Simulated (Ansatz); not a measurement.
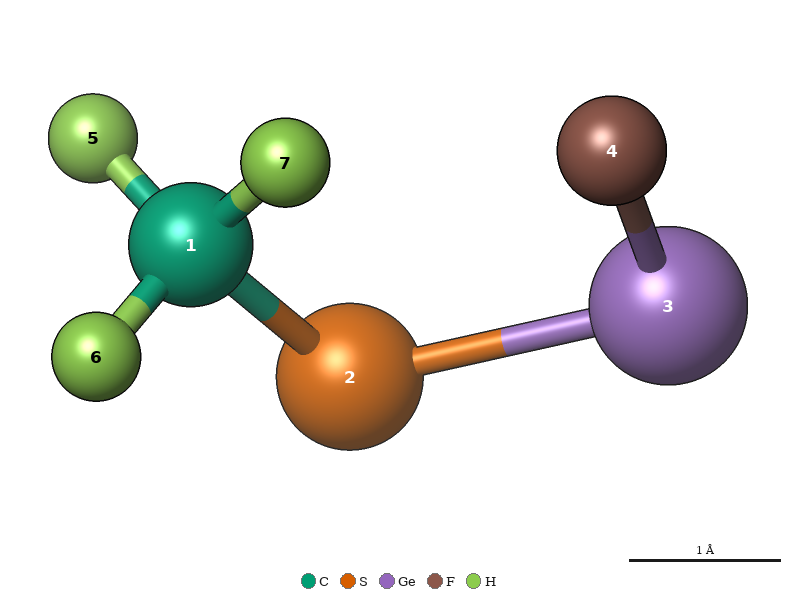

Numbered structure. The geometry was computed by an optimisation with PBE-D4/def2-SVP. No frequency run is at hand to confirm it as a minimum.

### How are the neighbours of atom 2 arranged?

S2 has 2 neighbours (C1 at 1.83, Ge3 at 2.26 Å); the arrangement is bent.

### How are the neighbours of atom 3 arranged?

Ge3 has 2 neighbours (S2 at 2.26, F4 at 1.80 Å); the arrangement is bent.

### Describe the coordination of atom 1.

C1 has 4 neighbours (S2 at 1.83, H5 at 1.11, H6 at 1.11, H7 at 1.11 Å); the arrangement is tetrahedral.

### What is the dihedral angle C1–S2–Ge3–F4?

0° in size, that is syn (eclipsed).
